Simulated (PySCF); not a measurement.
# C5H14O2Si2: a changed input and its effect

System: C5H14O2Si2, SMILES C[Si](C)(C)[C@@H]1CO[SiH2]O1.
Method of run A: GIAO revPBE/pcSseg-1 NMR shielding, non-relativistic, IEF-PCM acetonitrile (PySCF 2.14.0).

The geometry comes from this level: GFN2-xTB. Text and figures count atoms from 1; the logs count them from 0 in places.

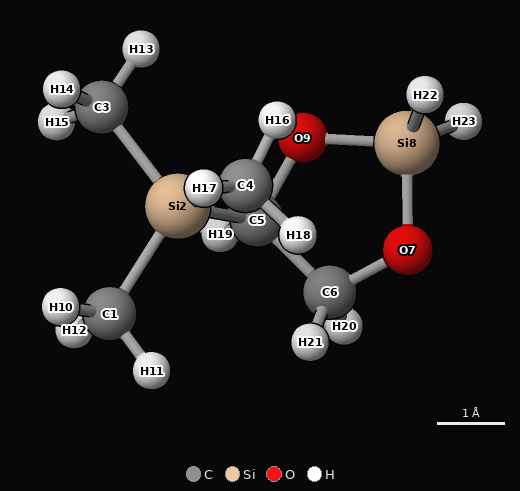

**Figure 1.** The structure as given in the input (ball-and-stick view, seen at a tilt; atoms are numbered from 1 in the order of the input). Bond lengths as drawn: C–C 1.54 Å, C–H 1.08 to 1.10 Å, C–O 1.40 to 1.42 Å, C–Si 1.91 to 1.93 Å, H–Si 1.45 to 1.46 Å and O–Si 1.63 to 1.64 Å.

## Input, run A
```
{"job": {"xc": "revPBE", "basis": "pcSseg-1", "solvent": "acetonitrile", "kind": "nmr", "pop": false}, "charge": 0, "multiplicity": 1}
C     -2.491775    -0.142133     0.314314
Si    -0.761423     0.525361    -0.142181
C     -0.858452     1.689198    -1.647407
C      0.012198     1.414449     1.354847
C      0.342353    -0.968783    -0.647071
C      0.641630    -1.956946     0.498092
O      1.881329    -1.624019     1.051177
Si     2.778393    -0.738130     0.002598
O      1.595976    -0.464017    -1.086333
H     -3.167175     0.677794     0.535058
H     -2.463624    -0.784627     1.189163
H     -2.928822    -0.714891    -0.498080
H      0.135355     1.918833    -2.019839
H     -1.344936     2.625821    -1.392933
H     -1.418105     1.240151    -2.462847
H      0.932079     1.918323     1.073471
H     -0.661375     2.160837     1.766440
H      0.255523     0.714370     2.148936
H     -0.092184    -1.513037    -1.492428
H      0.688886    -2.985716     0.120800
H     -0.115757    -1.910750     1.284749
H      3.208812     0.462399     0.700239
H      3.826343    -1.517505    -0.640686
```

The first line tells a small driver script what to run in PySCF; the rest is the geometry in Å.

Command:
```bash
OMP_NUM_THREADS=1 python <driver script> task.json out
```

Hardware: 1 CPU thread, shared host.

## Output (run A)
```
coarse grid: 19536 points
cycle   1  E = -927.7933682407  dE =  8.621e-01  |g| = 1.193e+00  |ddm| = 4.375e+00
cycle   2  E = -927.1361598547  dE =  6.572e-01  |g| = 2.145e+00  |ddm| = 3.337e+00
cycle   3  E = -928.0690495699  dE = -9.329e-01  |g| = 2.626e-01  |ddm| = 2.588e+00
cycle   4  E = -928.0819485745  dE = -1.290e-02  |g| = 8.115e-02  |ddm| = 2.641e-01
cycle   5  E = -928.0834393357  dE = -1.491e-03  |g| = 1.850e-02  |ddm| = 7.503e-02
cycle   6  E = -928.0834822869  dE = -4.295e-05  |g| = 1.189e-02  |ddm| = 2.400e-02
cycle   7  E = -928.0835075574  dE = -2.527e-05  |g| = 1.451e-03  |ddm| = 1.037e-02
cycle   8  E = -928.0835079469  dE = -3.896e-07  |g| = 4.810e-04  |ddm| = 1.811e-03
final grid: 177520 points
cycle   9  E = -928.1802696721  dE = -2.589e-05  |g| = 2.384e-02  |ddm| = 4.642e-02
cycle  10  E = -928.1800154959  dE =  2.542e-04  |g| = 4.379e-02  |ddm| = 4.821e-02
cycle  11  E = -928.1803766671  dE = -3.612e-04  |g| = 3.774e-03  |ddm| = 3.344e-02
cycle  12  E = -928.1803796063  dE = -2.939e-06  |g| = 5.917e-04  |ddm| = 3.647e-03
cycle  13  E = -928.1803796680  dE = -6.168e-08  |g| = 1.957e-04  |ddm| = 5.526e-04
cycle  14  E = -928.1803796740  dE = -5.984e-09  |g| = 6.808e-05  |ddm| = 2.035e-04
cycle  15  E = -928.1803796748  dE = -7.924e-10  |g| = 9.511e-06  |ddm| = 6.162e-05
converged SCF energy = -928.1803796748

GIAO shielding tensors (ppm)
atom      isotropic    diamagn.    paramagn.     s11        s22        s33       span
  0 C      186.757     254.265     -67.508    183.087    184.499    192.685      9.598
  1 Si     337.828     883.082    -545.253    322.458    333.624    357.403     34.945
  2 C      186.897     253.525     -66.628    181.945    185.157    193.591     11.646
  3 C      188.749     255.747     -66.998    184.093    186.773    195.380     11.287
  4 C      109.506     254.763    -145.256     78.958     94.968    154.593     75.634
  5 C      115.186     248.573    -133.387     82.632    104.589    158.338     75.706
  6 O      293.636     396.955    -103.319    254.773    255.397    370.737    115.964
  7 Si     343.959     883.104    -539.145    314.971    329.290    387.616     72.644
  8 O      299.282     399.953    -100.671    246.550    281.023    370.272    123.722
  9 H       31.785      30.629       1.156     27.500     29.052     38.804     11.304
 10 H       31.713      32.512      -0.799     26.929     30.236     37.972     11.043
 11 H       31.850      31.765       0.085     27.555     29.208     38.787     11.232
 12 H       31.295      32.560      -1.265     26.329     30.378     37.180     10.852
 13 H       31.719      30.602       1.117     27.317     29.088     38.752     11.435
 14 H       31.670      31.395       0.275     27.547     28.745     38.719     11.172
 15 H       31.788      33.755      -1.967     27.791     29.955     37.619      9.829
 16 H       31.733      31.460       0.273     27.183     28.864     39.153     11.969
 17 H       31.716      33.926      -2.210     26.966     30.615     37.568     10.602
 18 H       27.442      33.996      -6.554     24.537     26.495     31.294      6.757
 19 H       27.159      30.336      -3.177     21.416     26.259     33.801     12.385
 20 H       27.235      32.678      -5.443     23.126     27.548     31.031      7.905
 21 H       26.579      31.225      -4.646     22.449     25.183     32.105      9.656
 22 H       26.450      29.268      -2.819     22.526     23.027     33.796     11.271
```

The input of run B differs as follows (lines with − go, lines with + come):
```diff
-"xc": "revPBE"
+"xc": "B3LYP"
-"solvent": "acetonitrile"
+"solvent": "benzene"
```

Predict how the results change.

The total energies belong to different models, so their difference says nothing on which is more stable or more accurate. The HOMO goes from −5.56 to −6.81 eV. The LUMO goes from −0.14 to 0.47 eV. The dipole moment goes from 1.44 to 1.25 D. Of all shieldings, the largest change is that of O9, by +7.2 ppm. The functional changes from revPBE to B3LYP. The SCF takes 13 iterations against 15.

## Output (run B)
```
coarse grid: 19536 points
cycle   1  E = -928.1496059811  dE =  9.875e-01  |g| = 1.113e+00  |ddm| = 4.304e+00
cycle   2  E = -927.8449914096  dE =  3.046e-01  |g| = 1.686e+00  |ddm| = 2.390e+00
cycle   3  E = -928.3817580509  dE = -5.368e-01  |g| = 1.674e-01  |ddm| = 1.672e+00
cycle   4  E = -928.3868389147  dE = -5.081e-03  |g| = 5.268e-02  |ddm| = 1.557e-01
cycle   5  E = -928.3874726735  dE = -6.338e-04  |g| = 1.064e-02  |ddm| = 4.567e-02
cycle   6  E = -928.3874882999  dE = -1.563e-05  |g| = 5.652e-03  |ddm| = 1.197e-02
cycle   7  E = -928.3874938389  dE = -5.539e-06  |g| = 6.343e-04  |ddm| = 4.607e-03
final grid: 177520 points
cycle   8  E = -928.4722368207  dE = -4.142e-05  |g| = 8.526e-03  |ddm| = 2.719e-02
cycle   9  E = -928.4722263378  dE =  1.048e-05  |g| = 1.114e-02  |ddm| = 1.439e-02
cycle  10  E = -928.4722529410  dE = -2.660e-05  |g| = 1.239e-03  |ddm| = 8.275e-03
cycle  11  E = -928.4722532125  dE = -2.716e-07  |g| = 2.100e-04  |ddm| = 1.176e-03
cycle  12  E = -928.4722532207  dE = -8.173e-09  |g| = 5.002e-05  |ddm| = 1.982e-04
cycle  13  E = -928.4722532211  dE = -4.327e-10  |g| = 1.310e-05  |ddm| = 5.689e-05
converged SCF energy = -928.4722532211

GIAO shielding tensors (ppm)
atom      isotropic    diamagn.    paramagn.     s11        s22        s33       span
  0 C      185.771     253.973     -68.202    182.057    183.721    191.533      9.476
  1 Si     334.507     882.170    -547.663    318.635    330.734    354.151     35.516
  2 C      185.771     253.047     -67.277    180.850    184.087    192.375     11.525
  3 C      187.705     255.460     -67.755    183.159    185.651    194.305     11.146
  4 C      109.526     254.348    -144.821     80.169     94.832    153.578     73.409
  5 C      115.065     247.491    -132.426     83.587    104.592    157.016     73.429
  6 O      300.196     397.851     -97.655    262.425    263.055    375.108    112.683
  7 Si     347.096     882.248    -535.153    326.203    330.527    384.558     58.355
  8 O      306.464     400.981     -94.517    254.515    287.945    376.932    122.416
  9 H       31.844      30.562       1.282     27.547     29.088     38.895     11.348
 10 H       31.852      32.604      -0.752     27.067     30.374     38.113     11.046
 11 H       31.970      31.757       0.213     27.673     29.307     38.930     11.257
 12 H       31.240      32.465      -1.224     26.218     30.303     37.201     10.983
 13 H       31.838      30.537       1.301     27.432     29.177     38.906     11.474
 14 H       31.774      31.338       0.436     27.630     28.847     38.846     11.216
 15 H       31.841      33.831      -1.990     27.801     30.004     37.719      9.918
 16 H       31.832      31.421       0.410     27.284     28.917     39.295     12.011
 17 H       31.738      33.956      -2.218     26.977     30.612     37.623     10.646
 18 H       27.788      34.013      -6.226     24.877     26.785     31.701      6.825
 19 H       27.378      30.373      -2.995     21.706     26.428     34.000     12.294
 20 H       27.540      32.732      -5.192     23.477     27.744     31.399      7.922
 21 H       26.974      31.362      -4.388     22.861     25.569     32.493      9.632
 22 H       26.848      29.371      -2.523     22.931     23.425     34.188     11.257
```

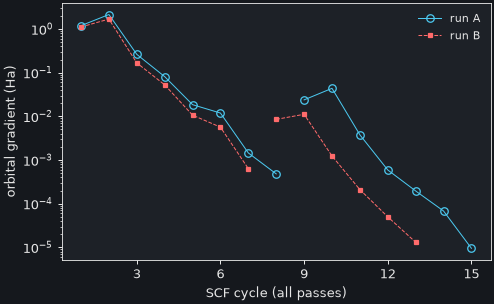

**Figure 2.** Convergence of the two runs: orbital gradient against the SCF cycle. A break in a curve parts two SCF passes (coarse and final grid). Run A takes 15 cycles in all, and run B takes 13.

## The two runs side by side

| quantity | run A | run B |
| --- | --- | --- |
| outcome | converged | converged |
| total energy (hartree) | −928.180380 | −928.472253 |
| HOMO (eV) | −5.56 | −6.81 |
| LUMO (eV) | −0.14 | 0.47 |
| dipole moment (D) | 1.44 | 1.25 |
| shielding of C1 (ppm) | 186.8 | 185.8 |
| shielding of Si2 (ppm) | 337.8 | 334.5 |
| shielding of C3 (ppm) | 186.9 | 185.8 |
| shielding of C4 (ppm) | 188.7 | 187.7 |
| shielding of O7 (ppm) | 293.6 | 300.2 |
| shielding of Si8 (ppm) | 344.0 | 347.1 |
| shielding of O9 (ppm) | 299.3 | 306.5 |
| SCF iterations | 15 | 13 |
| basis functions | 237 | 237 |
| wall time (shared host) | 32 s | 52 s |
